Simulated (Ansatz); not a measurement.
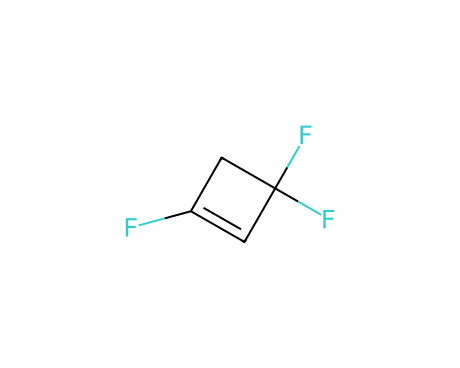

2D structure.

Write the SMILES.

FC1=CC(F)(F)C1

Give the formula, hydrogens included.

C4H3F3.

An optimisation with PBE0-D4/def2-TZVP gave a structure of which point group?

Cs.

The parts below concern this one geometry. Atoms keep their numbers from picture to picture. The geometry was computed by an optimisation with PBE0-D4/def2-TZVP.

## Dipole moment

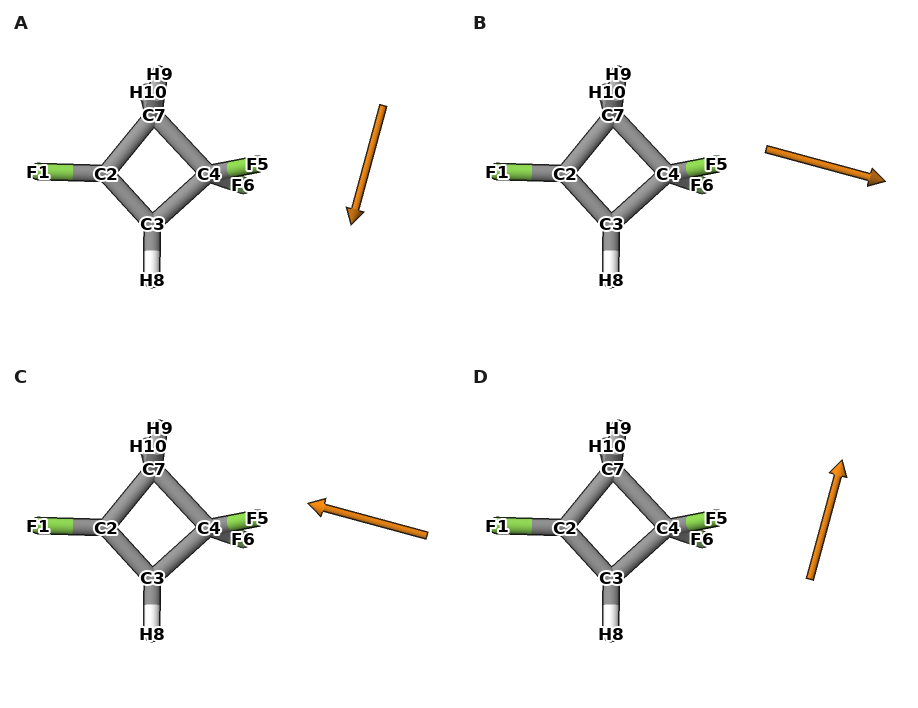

The same molecule four times, each with an arrow. Method: RKS r2SCAN-D4/def2-TZVPP (Ansatz 0.2.0).

Which arrow points along the dipole moment, from the negative to the positive end?

C. The dipole moment is 1.32 D; it points from the side of F5, F6 to the side of F1 (the outermost atoms at the two ends).

## Charges

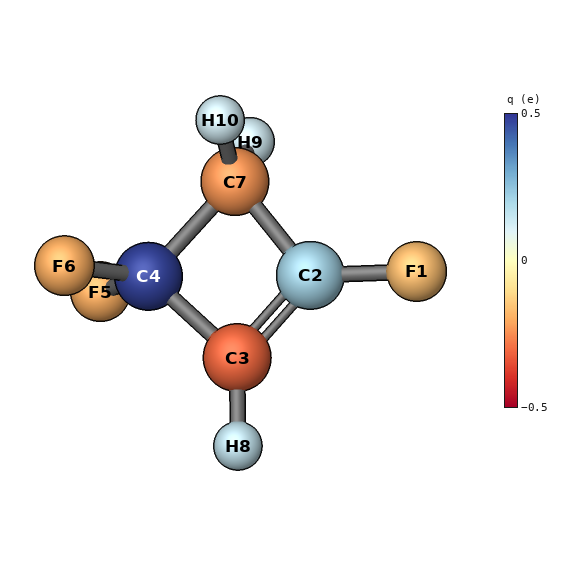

Atoms are coloured by their Mulliken charges. Properties computed with RKS PBE0-D4/def2-TZVP (Ansatz 0.2.0).

Which atom carries the highest charge (most positive or least negative)?

C4 (0.47 e).

And the lowest?

C3 (−0.30 e).

Give the Mulliken charges atom by atom.

```json
{"atom": "F1", "value (e)": "−0.16"}
{"atom": "C2", "value (e)": "0.21"}
{"atom": "C3", "value (e)": "−0.30"}
{"atom": "C4", "value (e)": "0.47"}
{"atom": "F5", "value (e)": "−0.19"}
{"atom": "F6", "value (e)": "−0.19"}
{"atom": "C7", "value (e)": "−0.23"}
{"atom": "H8", "value (e)": "0.15"}
{"atom": "H9", "value (e)": "0.12"}
{"atom": "H10", "value (e)": "0.12"}
```

## Thermal motion

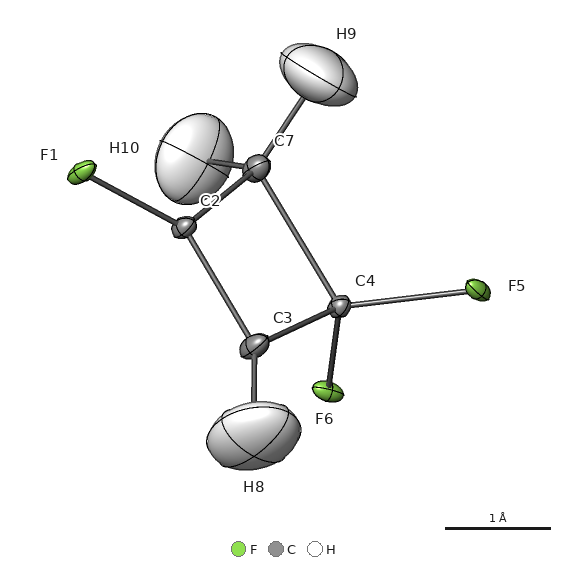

Displacement ellipsoids at the 50 % level, enlarged 2 times, from the internal vibrations of the free molecule (harmonic, no overall translation or rotation; no half-axis is drawn under 0.075 Å). Vibrations computed with RKS PBE0-D4/def2-TZVP (Ansatz 0.2.0). Temperature: 100 K.

Which atom has the largest mean-square displacement?

H8, with U_eq = 0.0165 Å².

Does H8 move more along its bond or across it?

Across it: the root-mean-square amplitude is 0.079 Å along the bond and up to 0.161 Å across, since bending and torsion are softer than stretching.

Give the displacement parameters, one line for each set of equivalent atoms.

| atom | U_eq (Å²) | rms amplitudes (Å) |
| --- | --- | --- |
| F1 | 0.0018 | 0.030, 0.033, 0.057 |
| C2 | 0.0015 | 0.033, 0.035, 0.046 |
| C3 | 0.0020 | 0.035, 0.039, 0.058 |
| C4 | 0.0014 | 0.033, 0.036, 0.041 |
| F5, F6 | 0.0016 | 0.030, 0.031, 0.054 |
| C7 | 0.0019 | 0.039, 0.040, 0.052 |
| H8 | 0.0165 | 0.079, 0.132, 0.161 |
| H9, H10 | 0.0151 | 0.084, 0.131, 0.145 |

## Vibrations

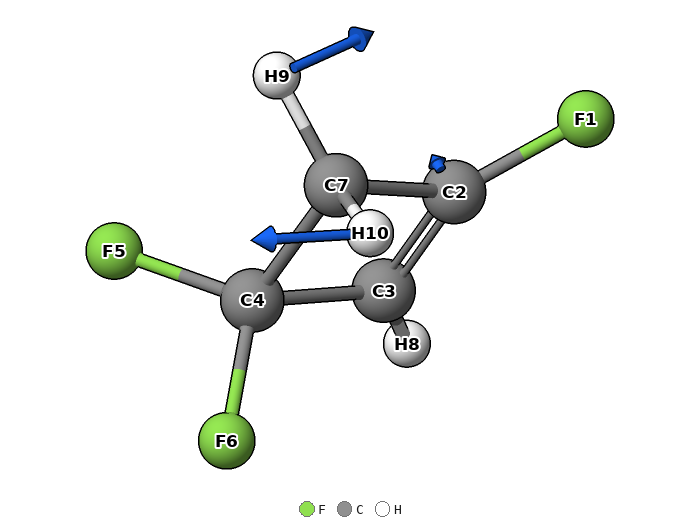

The arrows show one normal mode. Harmonic vibrations computed with RKS PBE0-D4/def2-TZVP (Ansatz 0.2.0) at a stationary point of the same level.

Describe the motion.

Mostly C–C–H bending.

Estimate its harmonic wavenumber.

1082 cm⁻¹; it is mode 13 of 24 counted from the lowest.

Mulliken values depend strongly on the basis set and can even reverse the polarity of a bond.
